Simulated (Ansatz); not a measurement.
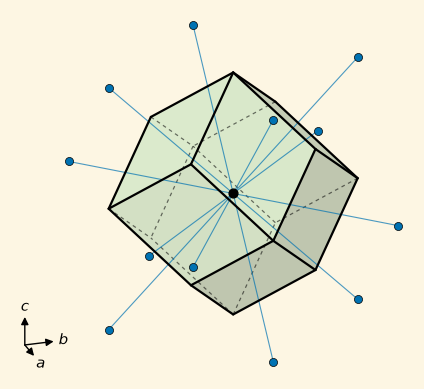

Crystal: Ca2Re, the end point of a relaxation with Ansatz, DFT PBE, scalar-relativistic, plane waves, PAW; the starting structure was generated, so it need not be a known form of this composition. The Wigner–Seitz cell of the crystal's lattice, with lines to the lattice points that define its faces. All values are computed from the atomic coordinates in the standard setting (tolerance 0.002 Å).

a = 7.156 Å, b = 7.156 Å, c = 7.156 Å, α = 90.00°, β = 90.00°, γ = 90.00°; space group Fm-3m, No. 225.

Question: What is the cell's combinatorial type?

Answer: A rhombic dodecahedron: 12 faces (12 with 4 edges), 24 edges, 14 vertices. Its volume is that of the primitive cell, 91.6 Å³.

Question: Which lattice vectors do the faces bisect?

Answer:
```
      example  length (Å)  faces  edges of each  area (Å²)
1/2 a + 1/2 b        5.06     12              4        9.1
```
